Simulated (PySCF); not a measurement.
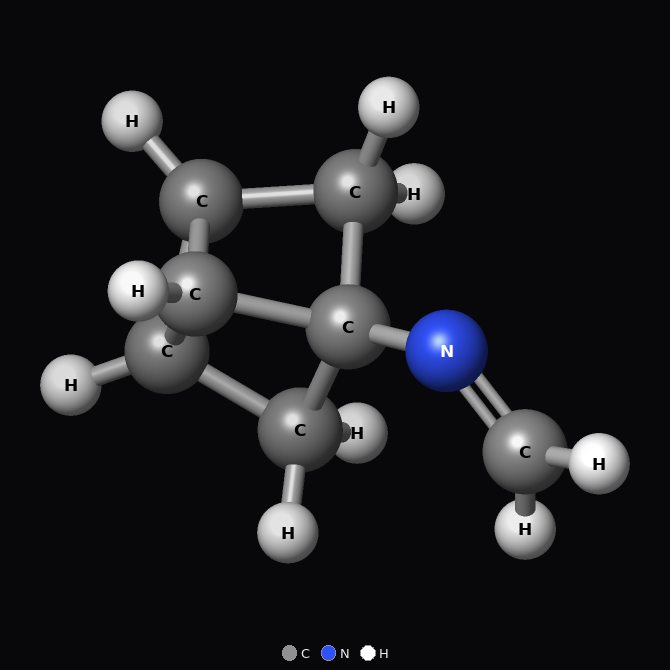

The picture shows a molecular structure as a ball-and-stick model.

Computed geometry: GFN2-xTB optimisation. No frequency run is at hand to confirm it as a minimum.

What does the picture show?

Formula C₇H₉N. As SMILES it reads `C=N[C@]12C[C@@H]3[C@H](C1)[C@@H]32`. Independent rings (smallest set): 1 of 3 members, 2 of 4 members. Among its groups: imine. This geometry has C1 symmetry. Coordination, clear cases only: 1 C trigonal planar; 1 N bent.

The parts below concern this one geometry. Atoms keep their numbers from picture to picture.

### Shape

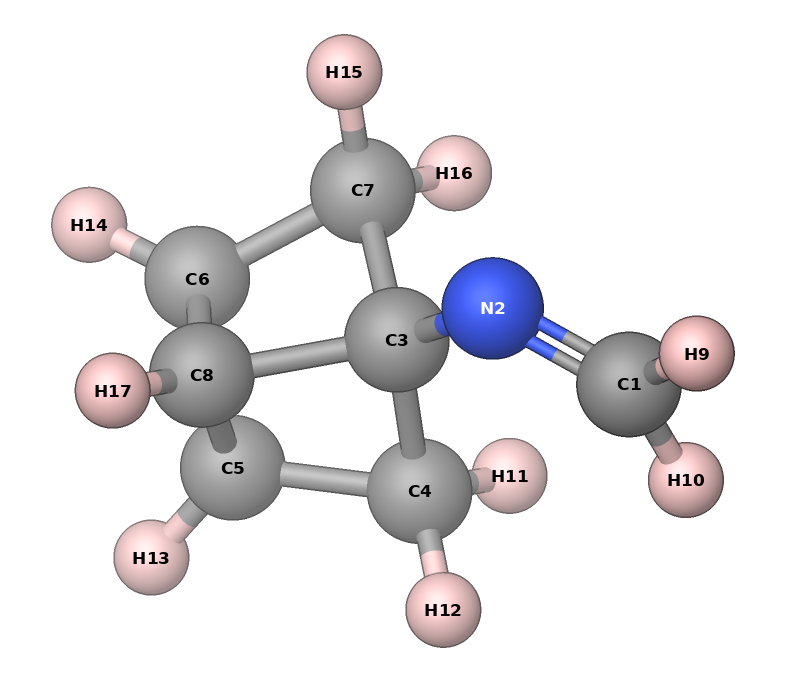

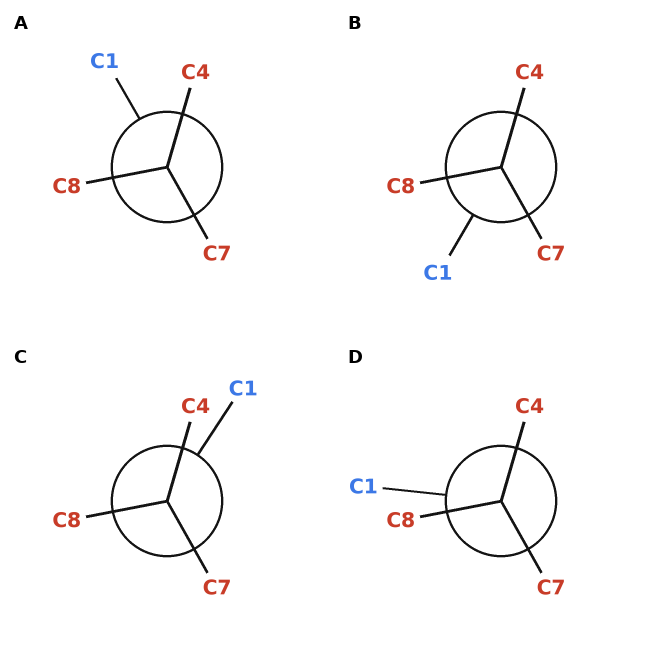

Depth is shown by fading: the farther an atom, the more it takes the colour of the background. Bonds that would overlap in a projection are set slightly apart. No frequency run is at hand to confirm it as a minimum.

> Which Newman projection shows the view along C3–N2, with C3 in front?

C. The torsion angle C4–C3–N2–C1 is 14°, synperiplanar (eclipsed).

### Electronic properties

No frequency run is at hand to confirm it as a minimum. Level of theory: PBE0/pcSseg-1, gas phase (PySCF 2.14.0).

> Give the dipole moment at this level.

1.26 D.

> Give the LUMO energy (Kohn–Sham orbital) at this level.

−0.33 eV.

> What is the HOMO energy (Kohn–Sham orbital)?

−6.86 eV.

### NMR shielding

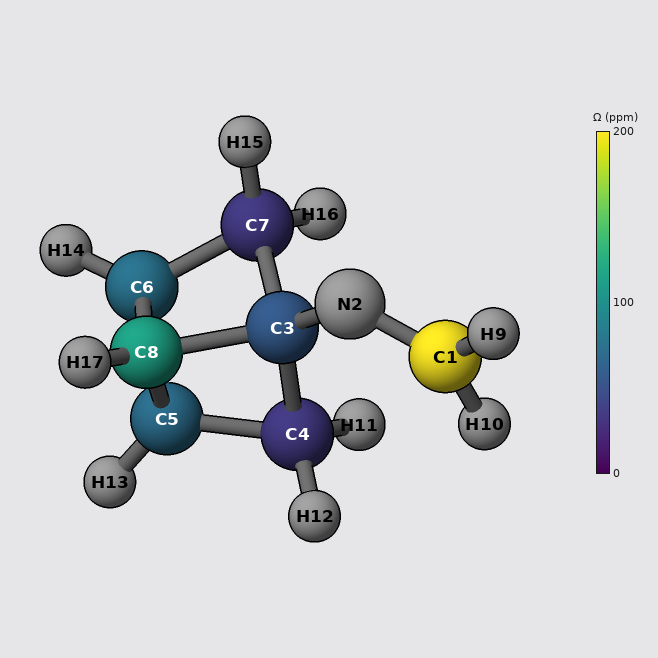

The C atoms are coloured by the span of their shielding tensor. No frequency run is at hand to confirm it as a minimum. Level of theory: GIAO PBE0/pcSseg-1 NMR shielding, non-relativistic, gas phase (PySCF 2.14.0). Principal shieldings σ11 ≤ σ22 ≤ σ33, span Ω = σ33 − σ11, skew κ = 3(σiso − σ22)/Ω.

> Which C atom has the most anisotropic shielding?

C1, with a span of 199 ppm.

Give the shielding tensors of the C atoms.

| atom | σ11 | σ22 | σ33 | σiso | Ω | κ |
| --- | --- | --- | --- | --- | --- | --- |
| C1 | −66.4 | 34.6 | 132.7 | 33.6 | 199.1 | −0.02 |
| C3 | 91.4 | 105.1 | 148.7 | 115.1 | 57.3 | 0.52 |
| C4 | 128.9 | 154.8 | 163.8 | 149.2 | 34.9 | −0.49 |
| C5 | 138.4 | 165.4 | 211.0 | 171.6 | 72.6 | 0.26 |
| C6 | 134.7 | 163.4 | 211.2 | 169.8 | 76.5 | 0.25 |
| C7 | 123.3 | 147.6 | 158.2 | 143.0 | 35.0 | −0.39 |
| C8 | 94.1 | 135.1 | 210.3 | 146.5 | 116.3 | 0.29 |

Shieldings and span in ppm.

### Ring current

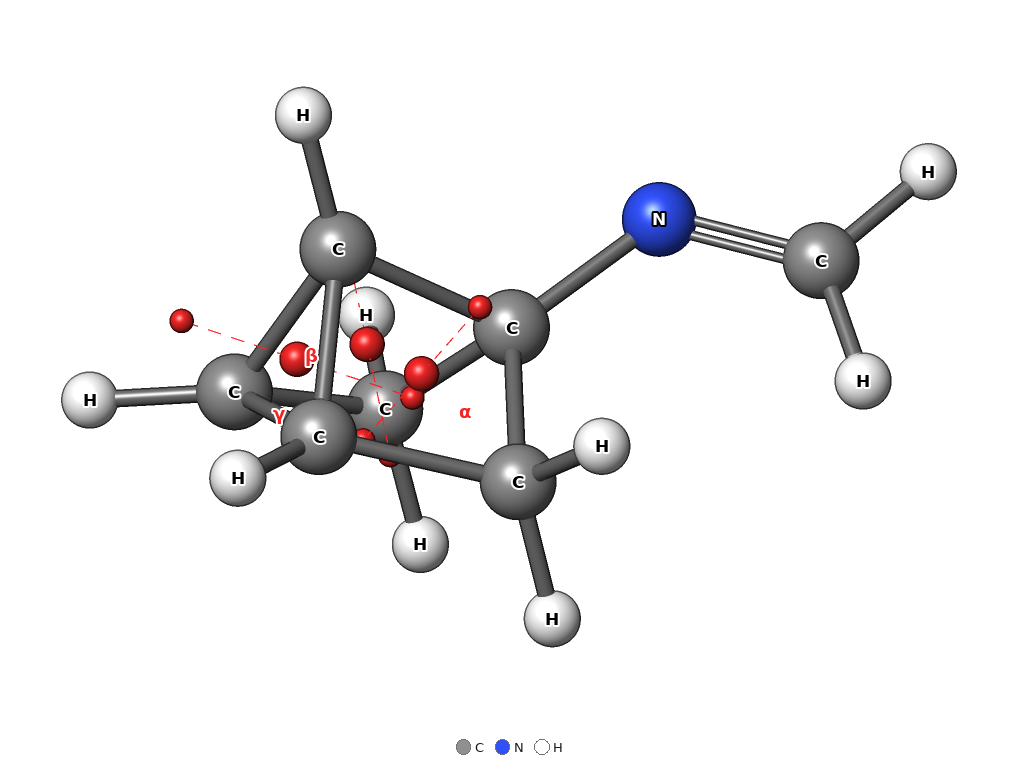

The small points mark where nucleus-independent chemical shifts (NICS) were computed: at the centre of each lettered ring and 1 Å above and below it. No frequency run is at hand to confirm it as a minimum. Level of theory: GIAO PBE0/pcSseg-1 NMR shielding, non-relativistic, gas phase (PySCF 2.14.0).

Give NICS(0), NICS(1) and the out-of-plane component NICS(1)zz for each ring (means of the two sides).

| ring | members | NICS(0) | NICS(1) | NICS(1)zz |
| --- | --- | --- | --- | --- |
| α | C4 | −9.3 | −5.7 | −2.1 |
| β | C4 | −7.7 | −5.3 | −2.4 |
| γ | C3 | −40.2 | −9.0 | −27.8 |

Values in ppm.

### Quadrupole coupling

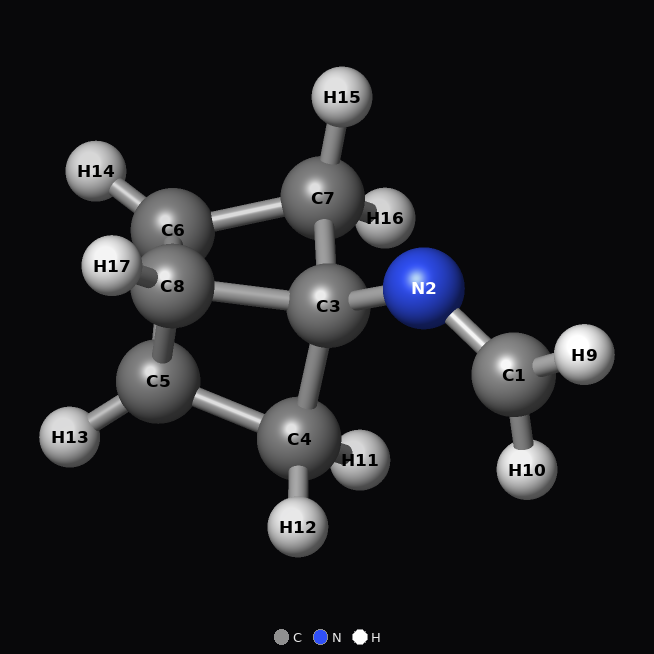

No frequency run is at hand to confirm it as a minimum. Electric field gradients from the ground-state density, PBE0/pcSseg-1 (PySCF 2.14.0), non-relativistic apart from any core potentials.

Give the largest field-gradient component, the quadrupole coupling constant and the asymmetry for 14N at N2 (Q = 20.44 mb), 2H at H9 (Q = 2.86 mb), 2H at H10 (Q = 2.86 mb).

```
atom  V_zz (a.u.)  e²qQ/h (MHz)     η
  N2       −1.158         −5.56  0.47
  H9        0.324         0.218  0.03
 H10        0.298         0.200  0.04
```
